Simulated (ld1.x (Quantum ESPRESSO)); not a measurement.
# A PAW potential for fluorine, from input to tests

Aim: build the potential from the settings below, then test how well it stands in for the atom: other configurations, scattering, ghost states and the plane-wave cutoff that it needs.

The numbers are computed with ld1.x (Quantum ESPRESSO) 7.5 (PBE, scalar-relativistic, spin-unpolarised reference atom).

## 1. The design

The settings as typed:

- element: fluorine (F, Z = 9)
- type: PAW
- frozen core: [He]
- valence charge: 7
- reference configuration: 2s2 2p5
- partial waves: 2s (bound): rcut 0.50, rcutus 0.55 bohr; 2s channel at -1.9 Ry: rcut 0.50, rcutus 0.55 bohr; 2p (bound): rcut 0.90, rcutus 1.25 bohr; 2p channel at -0.45 Ry: rcut 0.90, rcutus 1.25 bohr; 3d channel at 0.25 Ry: rc 1.25 bohr
- local potential: the d channel
- core correction: a·sin(br)/r model core, default radius (core density twice the valence density)
- augmentation charge: BESSEL, radius 0.45 bohr

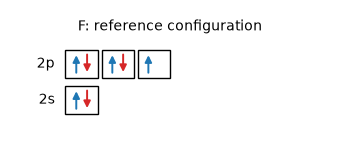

The outer shells as boxes. The arrows follow Hund's rule for the drawing; the calculation itself is spin-unpolarised.

## 2. The generation run

F.in

```
 &input
   title='F', zed=9., rel=1, dft='PBE', iswitch=3,
   config='[He] 2s2 2p5 3d-2',
   nld=3, rlderiv=1.35, eminld=-4.0, emaxld=5.0, deld=0.02
 /
 &inputp
   pseudotype=3, lpaw=.true., tm=.true., lloc=2,
   nlcc=.true.,
   which_augfun='BESSEL', rmatch_augfun=0.45,
   file_pseudopw='F.UPF', file_wfcaegen='ae.wfc', file_wfcncgen='nc.wfc', file_beta='beta', file_chi='chi', file_wfcusgen='us.wfc'
 /
5
2S  1  0   2.00   0.00  0.50  0.55  0.0
2S  1  0   0.00  -1.90  0.50  0.55  0.0
2P  2  1   5.00   0.00  0.90  1.25  0.0
2P  2  1   0.00  -0.45  0.90  1.25  0.0
3D  3  2  -2.00   0.25  1.25  1.25  0.0
 &test
   configts(1)='2s2 2p5'
 /
```

On the command line:

```
$ ld1.x < F.in > F.out
```

What the program wrote to F.out (without the banner and most projector matrices):

```text
     Program LD1 v.7.5
     --------------------------- All-electron run ----------------------------

     F
     scalar relativistic calculation

     atomic number is  9.00
     dft =PBE   lsd =0 sic =0 latt =0  beta=0.20 tr2=1.0E-14
     Exchange-correlation= PBE
                           (   1   4   3   4   0   0   0)
     mesh =1105 r(mesh) =  99.76081 a.u. xmin = -7.00 dx = 0.01250
     1 Ry =  13.60569312 eV, c = 137.03599908

     n l     nl                  e(Ry)          e(Ha)          e(eV)
     1 0     1S 1( 2.00)       -48.7570       -24.3785      -663.3734
     2 0     2S 1( 2.00)        -2.1976        -1.0988       -29.8996
     2 1     2P 1( 5.00)        -0.8167        -0.4083       -11.1117

     final scf error:  6.3E-15 reached in  26 iterations

     Etot =    -199.489330 Ry,     -99.744665 Ha,   -2714.190600 eV

     Ekin =     199.322998 Ry,      99.661499 Ha,    2711.927538 eV
     Encl =    -477.724055 Ry,    -238.862027 Ha,   -6499.766885 eV
     Eh   =      99.339620 Ry,      49.669810 Ha,    1351.584389 eV
     Exc  =     -20.427893 Ry,     -10.213946 Ha,    -277.935642 eV

     normalization and overlap integrals

     s(1S/1S) =  1.000000  <r> =   0.1763  <r2> =    0.0420  r(max) =   0.1139
     s(2S/2S) =  1.000000  <r> =   1.0034  <r2> =    1.2282  r(max) =   0.7617
     s(2P/2P) =  1.000000  <r> =   1.1050  <r2> =    1.6384  r(max) =   0.7066

     ------------------------ End of All-electron run ------------------------

     --------------------- Generating PAW atomic setup --------------------

      Generating local pot.: lloc=2, matching radius rcloc =   1.2500

      Computing core charge for nlcc:

       r > 0.28 : true rho core
       r < 0.28 : rho core = a sin(br)/r    a=  19.28  b=   8.93

      Integrated core pseudo-charge :   0.93
      Wfc-us  2S rcutus= 0.550  Estimated cut-off energy=   135.09 Ry
      Wfc-us  2S rcutus= 0.550  Estimated cut-off energy=   135.45 Ry
      Wfc-us  2P rcutus= 1.256  Estimated cut-off energy=    49.70 Ry
      Wfc-us  2P rcutus= 1.256  Estimated cut-off energy=    51.47 Ry

     Required augmentation: BESSEL   radius:    0.450000
     Suggested rho cutoff for augmentation: 268.39 Ry

     Estimated PAW energy =  -59.076613 Ryd

     The PAW screened D coefficients
     1.03970     1.43271     0.00000     0.00000
     1.43271     1.97418     0.00000     0.00000
     0.00000     0.00000    -0.82096    -0.49887
     0.00000     0.00000    -0.49887    -0.30203

     The PAW descreened D coefficients (US)
     1.49183     2.05105     0.00000     0.00000
     2.05105     2.81979     0.00000     0.00000
     0.00000     0.00000     2.25524     1.45777
     0.00000     0.00000     1.45777     0.94208

     ------------------- End of pseudopotential generation -------------------

     [... the all-electron block is printed once more ...]


     Computing logarithmic derivative in   1.34520
     Computing logarithmic derivative in   1.34520
     Computing the partial wave expansion
     R is outside the sphere for l=    0 j= 0.00
     R is outside the sphere for l=    0 j= 0.00
     R is outside the sphere for l=    1 j= 0.00
     R is outside the sphere for l=    1 j= 0.00
       no projector for channel:   2

     ---------------------- Testing the pseudopotential ----------------------

     F
     scalar relativistic calculation

     atomic number is  9.00   valence charge is  7.00
     dft = SLA  PW   PBX  PBC   lsd =0 sic =0 latt =0  beta=0.20 tr2=1.0E-14
     mesh =1105 r(mesh) =  99.76081 xmin = -7.00 dx = 0.01250

     n l     nl             e AE (Ry)        e PS (Ry)    De AE-PS (Ry)
     1 0     2S   1( 2.00)       -2.19758       -2.19759        0.00001
     2 1     2P   1( 5.00)       -0.81670       -0.81670        0.00001

     eps = 3.5E-15  iter =  4

     Etot =    -199.489330 Ry,     -99.744665 Ha,   -2714.190600 eV
     Etotps =   -59.076625 Ry,     -29.538313 Ha,    -803.778435 eV

     Ekin =      50.391661 Ry,      25.195830 Ha,     685.613473 eV
     Encl =    -131.495710 Ry,     -65.747855 Ha,   -1789.090280 eV
     Ehrt =      42.455306 Ry,      21.227653 Ha,     577.633860 eV
     Ecxc =     -20.427882 Ry,     -10.213941 Ha,    -277.935489 eV
     (Ecc =      -2.688254 Ry,      -1.344127 Ha,     -36.575557 eV)

     ---------------------- End of pseudopotential test ----------------------
```

Run time: 1 s. Hardware: 1 thread of Neoverse-V2, shared host. (Generation and the later configuration tests together.)

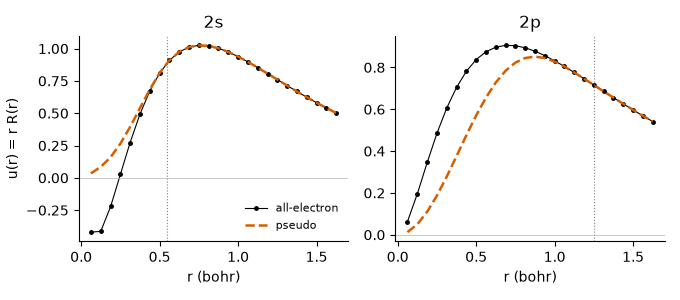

All-electron and pseudo partial waves (2s, 2p), with the matching radii dotted. The curves join 26 sampled radii.

## 3. Transferability test

F.test.in

```
 &input
   title='F', zed=9., rel=1, dft='PBE', iswitch=2,
   config='[He] 2s2 2p5 3d-2'
 /
 &test
   file_pseudo='F.UPF', nconf=8,
   configts(1)='2s2 2p5',
   configts(2)='2s2 2p4',
   configts(3)='2s2 2p3',
   configts(4)='2s2 2p2',
   configts(5)='2s2 2p1',
   configts(6)='2s2 2p5.3',
   configts(7)='2s1 2p5',
   configts(8)='2s2 2p4.5'
 /
```

On the command line:

```
$ ld1.x < F.test.in > F.test.out
```

F.test.out, the pseudopotential blocks:

```text
     ---------------------- Testing the pseudopotential ----------------------

     F
     scalar relativistic calculation

     atomic number is  9.00   valence charge is  7.00
     dft =SLA  PW   PBX  PBC   lsd =0 sic =0 latt =0  beta=0.20 tr2=1.0E-14
     mesh =1105 r(mesh) =  99.76081 xmin = -7.00 dx = 0.01250

     n l     nl             e AE (Ry)        e PS (Ry)    De AE-PS (Ry)
     1 0     2S   1( 2.00)       -2.19758       -2.19759        0.00001
     2 1     2P   1( 5.00)       -0.81670       -0.81670        0.00001

     eps = 3.5E-15  iter =  4

     Etot =    -199.489330 Ry,     -99.744665 Ha,   -2714.190600 eV
     Etotps =   -59.076625 Ry,     -29.538313 Ha,    -803.778435 eV

     Ekin =      50.391661 Ry,      25.195830 Ha,     685.613473 eV
     Encl =    -131.495710 Ry,     -65.747855 Ha,   -1789.090280 eV
     Ehrt =      42.455306 Ry,      21.227653 Ha,     577.633860 eV
     Ecxc =     -20.427882 Ry,     -10.213941 Ha,    -277.935489 eV
     (Ecc =      -2.688254 Ry,      -1.344127 Ha,     -36.575557 eV)

     ---------------------- End of pseudopotential test ----------------------

     ---------------------- Testing the pseudopotential ----------------------

     F
     scalar relativistic calculation

     atomic number is  9.00   valence charge is  7.00
     dft =SLA  PW   PBX  PBC   lsd =0 sic =0 latt =0  beta=0.20 tr2=1.0E-14
     mesh =1105 r(mesh) =  99.76081 xmin = -7.00 dx = 0.01250

     n l     nl             e AE (Ry)        e PS (Ry)    De AE-PS (Ry)
     1 0     2S   1( 2.00)       -3.48292       -3.48429        0.00137
     2 1     2P   1( 4.00)       -2.08065       -2.08163        0.00098

     eps = 1.3E-15  iter = 12

     Etot =    -198.064175 Ry,     -99.032088 Ha,   -2694.800384 eV
     Etotps =   -57.651009 Ry,     -28.825504 Ha,    -784.381935 eV
     dEtot_ae =       1.425155 Ry
     dEtot_ps =       1.425616 Ry,   Delta E=      -0.000462 Ry

     Ekin =      48.800882 Ry,      24.400441 Ha,     663.969826 eV
     Encl =    -120.951548 Ry,     -60.475774 Ha,   -1645.629648 eV
     Ehrt =      33.908174 Ry,      16.954087 Ha,     461.344206 eV
     Ecxc =     -19.408516 Ry,      -9.704258 Ha,    -264.066319 eV
     (Ecc =      -2.688254 Ry,      -1.344127 Ha,     -36.575557 eV)

     ---------------------- End of pseudopotential test ----------------------

     ---------------------- Testing the pseudopotential ----------------------

     F
     scalar relativistic calculation

     atomic number is  9.00   valence charge is  7.00
     dft =SLA  PW   PBX  PBC   lsd =0 sic =0 latt =0  beta=0.20 tr2=1.0E-14
     mesh =1105 r(mesh) =  99.76081 xmin = -7.00 dx = 0.01250

     n l     nl             e AE (Ry)        e PS (Ry)    De AE-PS (Ry)
     1 0     2S   1( 2.00)       -4.99731       -5.00216        0.00484
     2 1     2P   1( 3.00)       -3.60167       -3.60551        0.00384

     eps = 7.4E-16  iter = 15

     Etot =    -195.242940 Ry,     -97.621470 Ha,   -2656.415526 eV
     Etotps =   -54.827397 Ry,     -27.413699 Ha,    -745.964741 eV
     dEtot_ae =       4.246390 Ry
     dEtot_ps =       4.249228 Ry,   Delta E=      -0.002839 Ry

     Ekin =      45.617166 Ry,      22.808583 Ha,     620.653167 eV
     Encl =    -107.488842 Ry,     -53.744421 Ha,   -1462.460199 eV
     Ehrt =      25.193574 Ry,      12.596787 Ha,     342.776030 eV
     Ecxc =     -18.149295 Ry,      -9.074648 Ha,    -246.933740 eV
     (Ecc =      -2.688254 Ry,      -1.344127 Ha,     -36.575557 eV)

     ---------------------- End of pseudopotential test ----------------------

     ---------------------- Testing the pseudopotential ----------------------

     F
     scalar relativistic calculation

     atomic number is  9.00   valence charge is  7.00
     dft =SLA  PW   PBX  PBC   lsd =0 sic =0 latt =0  beta=0.20 tr2=1.0E-14
     mesh =1105 r(mesh) =  99.76081 xmin = -7.00 dx = 0.01250

     n l     nl             e AE (Ry)        e PS (Ry)    De AE-PS (Ry)
     1 0     2S   1( 2.00)       -6.70364       -6.71394        0.01030  !
     2 1     2P   1( 2.00)       -5.34782       -5.35607        0.00825  !

     eps = 1.7E-15  iter = 18

     Etot =    -190.786158 Ry,     -95.393079 Ha,   -2595.777923 eV
     Etotps =   -50.364458 Ry,     -25.182229 Ha,    -685.243353 eV
     dEtot_ae =       8.703171 Ry
     dEtot_ps =       8.712168 Ry,   Delta E=      -0.008997 Ry

     Ekin =      40.597177 Ry,      20.298589 Ha,     552.352737 eV
     Encl =     -91.262069 Ry,     -45.631035 Ha,   -1241.683707 eV
     Ehrt =      17.009625 Ry,       8.504813 Ha,     231.427744 eV
     Ecxc =     -16.709191 Ry,      -8.354596 Ha,    -227.340127 eV
     (Ecc =      -2.688254 Ry,      -1.344127 Ha,     -36.575557 eV)

     ---------------------- End of pseudopotential test ----------------------

     ---------------------- Testing the pseudopotential ----------------------

     F
     scalar relativistic calculation

     atomic number is  9.00   valence charge is  7.00
     dft =SLA  PW   PBX  PBC   lsd =0 sic =0 latt =0  beta=0.20 tr2=1.0E-14
     mesh =1105 r(mesh) =  99.76081 xmin = -7.00 dx = 0.01250

     n l     nl             e AE (Ry)        e PS (Ry)    De AE-PS (Ry)
     1 0     2S   1( 2.00)       -8.57765       -8.59365        0.01600  !
     2 1     2P   1( 1.00)       -7.29740       -7.30937        0.01197  !

     eps = 3.4E-16  iter = 21

     Etot =    -184.479831 Ry,     -92.239915 Ha,   -2509.975963 eV
     Etotps =   -44.047629 Ry,     -22.023814 Ha,    -599.298520 eV
     dEtot_ae =      15.009499 Ry
     dEtot_ps =      15.028997 Ry,   Delta E=      -0.019498 Ry

     Ekin =      33.515054 Ry,      16.757527 Ha,     455.995538 eV
     Encl =     -72.341173 Ry,     -36.170586 Ha,    -984.251799 eV
     Ehrt =       9.923283 Ry,       4.961641 Ha,     135.013143 eV
     Ecxc =     -15.144793 Ry,      -7.572396 Ha,    -206.055402 eV
     (Ecc =      -2.688254 Ry,      -1.344127 Ha,     -36.575557 eV)

     ---------------------- End of pseudopotential test ----------------------

     ---------------------- Testing the pseudopotential ----------------------

     F
     scalar relativistic calculation

     atomic number is  9.00   valence charge is  7.00
     dft =SLA  PW   PBX  PBC   lsd =0 sic =0 latt =0  beta=0.20 tr2=1.0E-14
     mesh =1105 r(mesh) =  99.76081 xmin = -7.00 dx = 0.01250

     n l     nl             e AE (Ry)        e PS (Ry)    De AE-PS (Ry)
     1 0     2S   1( 2.00)       -1.86725       -1.86714       -0.00011
     2 1     2P   1( 5.30)       -0.49676       -0.49672       -0.00005

     eps = 4.6E-15  iter = 11

     Etot =    -199.685554 Ry,     -99.842777 Ha,   -2716.860368 eV
     Etotps =   -59.272863 Ry,     -29.636431 Ha,    -806.448381 eV
     dEtot_ae =      -0.196224 Ry
     dEtot_ps =      -0.196237 Ry,   Delta E=       0.000013 Ry

     Ekin =      50.604179 Ry,      25.302089 Ha,     688.504927 eV
     Encl =    -134.040924 Ry,     -67.020462 Ha,   -1823.719674 eV
     Ehrt =      44.838473 Ry,      22.419236 Ha,     610.058498 eV
     Ecxc =     -20.674590 Ry,     -10.337295 Ha,    -281.292131 eV
     (Ecc =      -2.688254 Ry,      -1.344127 Ha,     -36.575557 eV)

     ---------------------- End of pseudopotential test ----------------------

     ---------------------- Testing the pseudopotential ----------------------

     F
     scalar relativistic calculation

     atomic number is  9.00   valence charge is  7.00
     dft =SLA  PW   PBX  PBC   lsd =0 sic =0 latt =0  beta=0.20 tr2=1.0E-14
     mesh =1105 r(mesh) =  99.76081 xmin = -7.00 dx = 0.01250

     n l     nl             e AE (Ry)        e PS (Ry)    De AE-PS (Ry)
     1 0     2S   1( 1.00)       -3.49542       -3.49636        0.00094
     2 1     2P   1( 5.00)       -2.08974       -2.09084        0.00110

     eps = 1.2E-15  iter = 21

     Etot =    -196.660171 Ry,     -98.330085 Ha,   -2675.697932 eV
     Etotps =   -56.246848 Ry,     -28.123424 Ha,    -765.277354 eV
     dEtot_ae =       2.829159 Ry
     dEtot_ps =       2.829777 Ry,   Delta E=      -0.000618 Ry

     Ekin =      47.310070 Ry,      23.655035 Ha,     643.686296 eV
     Encl =    -118.112512 Ry,     -59.056256 Ha,   -1607.002597 eV
     Ehrt =      33.829526 Ry,      16.914763 Ha,     460.274155 eV
     Ecxc =     -19.273932 Ry,      -9.636966 Ha,    -262.235208 eV
     (Ecc =      -2.688254 Ry,      -1.344127 Ha,     -36.575557 eV)

     ---------------------- End of pseudopotential test ----------------------

     ---------------------- Testing the pseudopotential ----------------------

     F
     scalar relativistic calculation

     atomic number is  9.00   valence charge is  7.00
     dft =SLA  PW   PBX  PBC   lsd =0 sic =0 latt =0  beta=0.20 tr2=1.0E-14
     mesh =1105 r(mesh) =  99.76081 xmin = -7.00 dx = 0.01250

     n l     nl             e AE (Ry)        e PS (Ry)    De AE-PS (Ry)
     1 0     2S   1( 2.00)       -2.80814       -2.80861        0.00047
     2 1     2P   1( 4.50)       -1.41356       -1.41386        0.00030

     eps = 4.9E-16  iter = 13

     Etot =    -198.934914 Ry,     -99.467457 Ha,   -2706.647396 eV
     Etotps =   -58.522103 Ry,     -29.261052 Ha,    -796.233781 eV
     dEtot_ae =       0.554415 Ry
     dEtot_ps =       0.554522 Ry,   Delta E=      -0.000107 Ry

     Ekin =      49.777598 Ry,      24.888799 Ha,     677.258728 eV
     Encl =    -126.603679 Ry,     -63.301839 Ha,   -1722.530800 eV
     Ehrt =      38.256568 Ry,      19.128284 Ha,     520.507118 eV
     Ecxc =     -19.952591 Ry,      -9.976295 Ha,    -271.468827 eV
     (Ecc =      -2.688254 Ry,      -1.344127 Ha,     -36.575557 eV)

     ---------------------- End of pseudopotential test ----------------------
```

Excitation and ionisation energies from 2s2 2p5, with the error of the potential.

| valence configuration | charge | ΔE all-electron (eV) | error AE − PS (meV) |
| --- | --- | --- | --- |
| 2s2 2p4 | +1 | 19.390 | -6.3 |
| 2s2 2p3 | +2 | 57.775 | -39 |
| 2s2 2p2 | +3 | 118.413 | -122 |
| 2s2 2p1 | +4 | 204.215 | -265 |
| 2s2 2p5.3 | -0.3 | -2.670 | +0.2 |
| 2s1 2p5 | +1 | 38.493 | -8.4 |
| 2s2 2p4.5 | +0.5 | 7.543 | -1.5 |

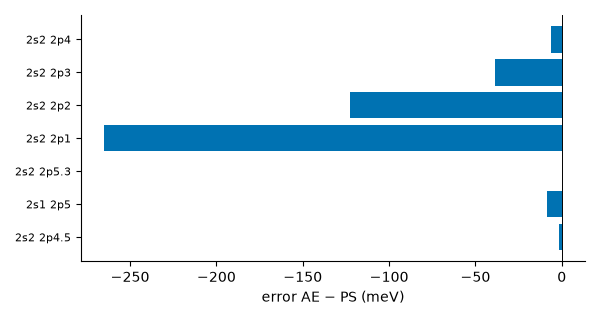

Error of the potential in each test configuration.

## 4. Scattering by logarithmic derivatives

Taken from the files of the generation run. The phase is arctan(r·u′/u) with u = r·R, unwrapped, with energies in Ry. A pole is an energy at which the radial function vanishes at the test radius. The pseudo phase is shifted by a multiple of π to meet the all-electron one at the reference energy. Levels narrower than the energy grid can be missing from the poles. The last column is the largest difference on the grid between −1 and +1 Ry.

```tsv
channel	radius (bohr)	reference (Ry)	poles AE	poles PS	window around the reference with phases within 0.05 rad (Ry)	largest difference near zero (rad)
s	1.34	-2.20	0.02	0.03	the whole range	0.003
p	1.34	-0.82	1.12	1.11	the whole range	0.000
d	1.34	0.25	none	none	the whole range	0.000
```

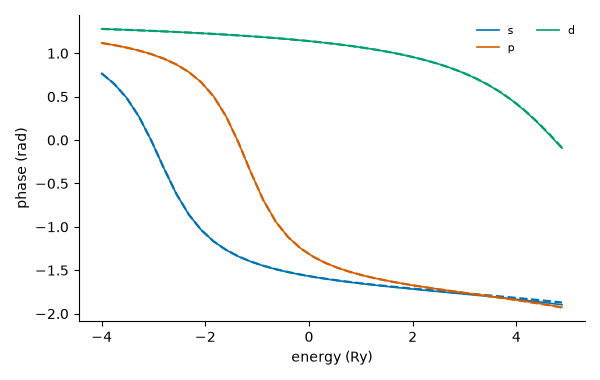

All-electron (solid) and pseudo (dashed) phases against energy.

## 5. Cutoff and ghost test in a Bessel basis

This step uses the generator's waves and projectors in a separate script. Basis: spherical Bessel functions vanishing at 20 bohr, q² up to the cutoff; potential fixed at the reference.

All-electron valence levels (Ry): 2s -2.1976, 2p -0.8167. The lowest levels of each channel (Ry) by cutoff; the last column sums, over occupied levels, occupation times the distance from the level at 400 Ry. A positive value at high cutoff is not a bound level.

```csv
cutoff (Ry),s #1,p #1,d #1,f #1,Σ f·Δε (mRy)
8,-1.8402,-0.0370,0.0803,0.1209,4616.8
18,-1.9163,-0.4523,0.0803,0.1209,2388.5
30,-1.9347,-0.7681,0.0803,0.1209,772.6
50,-2.0403,-0.8166,0.0803,0.1209,318.5
70,-2.1290,-0.8169,0.0803,0.1209,139.9
110,-2.1906,-0.8172,0.0803,0.1209,15.3
120,-2.1943,-0.8172,0.0803,0.1209,7.8
160,-2.1976,-0.8172,0.0803,0.1209,1.1
200,-2.1977,-0.8172,0.0803,0.1209,0.9
260,-2.1980,-0.8172,0.0803,0.1209,0.2
400,-2.1982,-0.8172,0.0803,0.1209,0.0
```

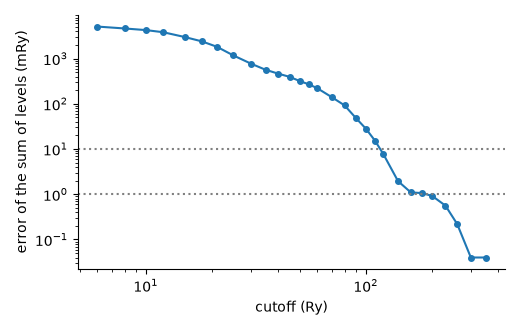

Occupation-weighted error of the valence levels against the cutoff; the dotted lines mark 10 and 1 mRy.

The sum stays within 10 mRy from 120 Ry and within 1 mRy from 200 Ry. The sum leaves out empty levels, which can need more. Ghost test: no level below the all-electron spectrum of its channel (s, p, d, f tested).

## 6. What came out

| quantity | value |
| --- | --- |
| cutoffs for 10 and 1 mRy, occupied levels | 120 Ry and 200 Ry |
| bound ghosts | none found |
| largest test error (AE − PS) | -265 meV, for 2s2 2p1 |
| largest phase difference near zero energy, channels read | 0.003 rad |
| lowest eigenvalue of the overlap (Bessel basis) | 0.382 (s) |

**Reading.** The worst unpolarised test, 2s2 2p1, is off by 265 meV on 204.2 eV; by total energies transferability rates as fair for so large an energy. That test lies far up in energy; among those under 40 eV, nearer to bonding, the largest error is 8.4 meV. The potential is hard: the looser tolerance needs 120 Ry. The slowest occupied level is 2s: taken alone it needs 140 Ry to come within 1 mRy, against 50 Ry for 2p. It is free of bound ghosts as far as tested. Near zero energy the phases of the channels with partial waves agree within 0.003 rad. These are tests on the free atom; a crystal test is still owed.
